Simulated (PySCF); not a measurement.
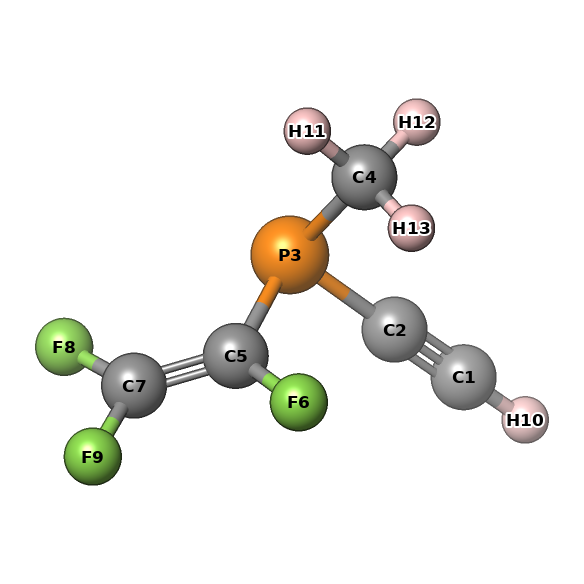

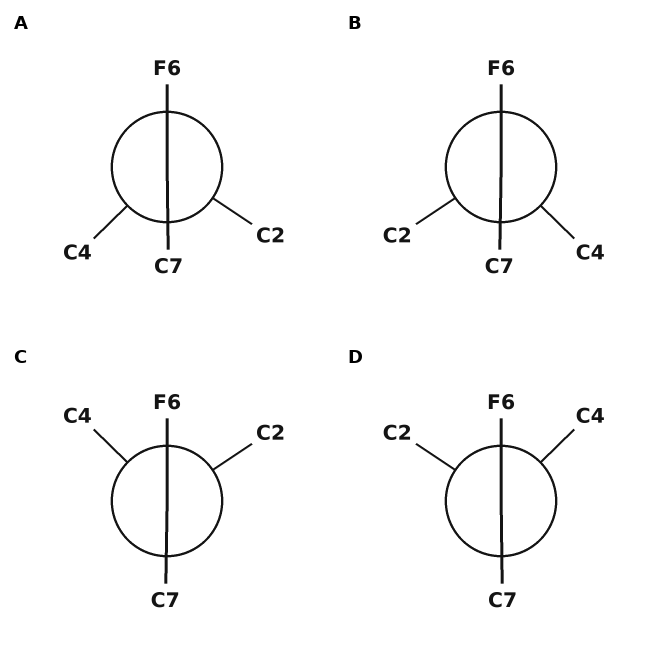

Depth is shown by fading: the farther an atom, the more it takes the colour of the background. Bonds that would overlap in a projection are set slightly apart. The computed structure is the end point of a PBE0-D3(BJ)/def2-SVP optimisation. No frequency run is at hand to confirm it as a minimum.

Q: Which Newman projection shows the view along C5–P3, with C5 in front?

A: C. The torsion angle F6–C5–P3–C4 is −46°, synclinal (gauche).
